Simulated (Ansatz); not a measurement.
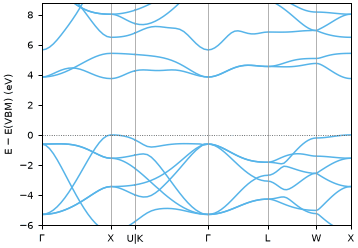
*Band structure from PBE (plane waves, PAW; program Ansatz)*

Question: Read off the gap and where the band edges lie.

Answer: About 3.7 eV (3.75 eV by a search for the band edges); maximum at X, minimum at X.

Question: Which compound is it?
A. BN, zinc blende
B. MgS, rock salt
C. HfO2, fluorite
D. MgO, rock salt

Answer: C, HfO2, fluorite

Space group Fm-3m (fluorite). This is a known high-temperature phase of the composition, computed here at zero pressure and temperature. The cell was relaxed with PBE under the symmetry of its start; its stability against distortions is not shown here. The run is not spin-polarised. Spin–orbit coupling is left out wherever it is not named.

Potentials: the earlier of the program's two PAW sets.
